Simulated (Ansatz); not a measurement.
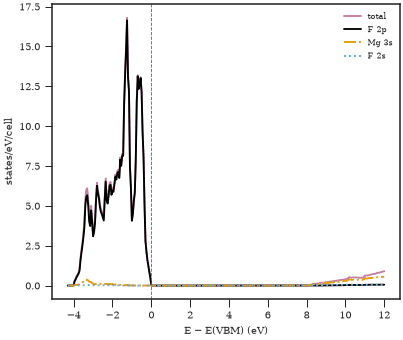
Fig. 1. Total and projected density of states of MgF2 (rutile, P4_2/mnm), plane-wave PAW r²SCAN (Ansatz code)

### Question
Which orbitals carry the states next to the gap?

### Answer
Top 1 eV of the valence band: F 2p 99 %. Bottom 1 eV of the conduction band: Mg 3s 75 %, F 2s 20 %. Projections are on Löwdin-orthogonalised atomic valence shells; empty p or d shells of many metals are not among them.

### Question
Where is the tallest occupied peak in this window, and what makes it?

### Answer
Near -1.2 eV, about 17 states/eV per cell; the largest projected share is F 2p.

The r²SCAN relaxation kept the symmetry of its start.

Potentials: the earlier of the program's two PAW sets. The files were generated under PBE; for other functionals the program regenerates the frozen cores, and for LDA and PBEsol the local potential too.
